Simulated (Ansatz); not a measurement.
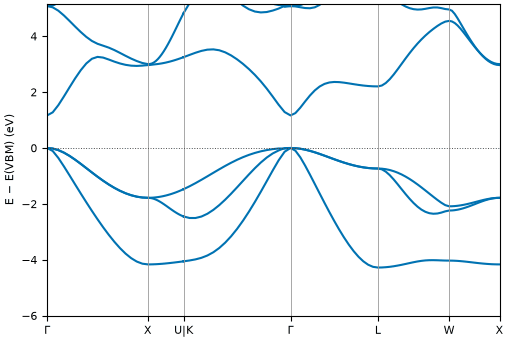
Fig. 1. Band structure from the program Ansatz at the r²SCAN level (PAW)

### Question
Read off the gap and where the band edges lie.

### Answer
About 1.2 eV (1.16 eV by a search for the band edges); maximum at Γ, minimum at Γ.

### Question
Which of these materials gives this?
(A) Ge, diamond
(B) GaSb, zinc blende
(C) ZnSe, zinc blende
(D) CdTe, zinc blende

### Answer
D, CdTe, zinc blende

Space group F-43m (zinc blende). The cell was relaxed with r²SCAN under the symmetry of its start; of distortions, only those at the zone centre were tested. Spin–orbit coupling is left out wherever it is not named.

Potentials: the later of the program's two PAW sets.
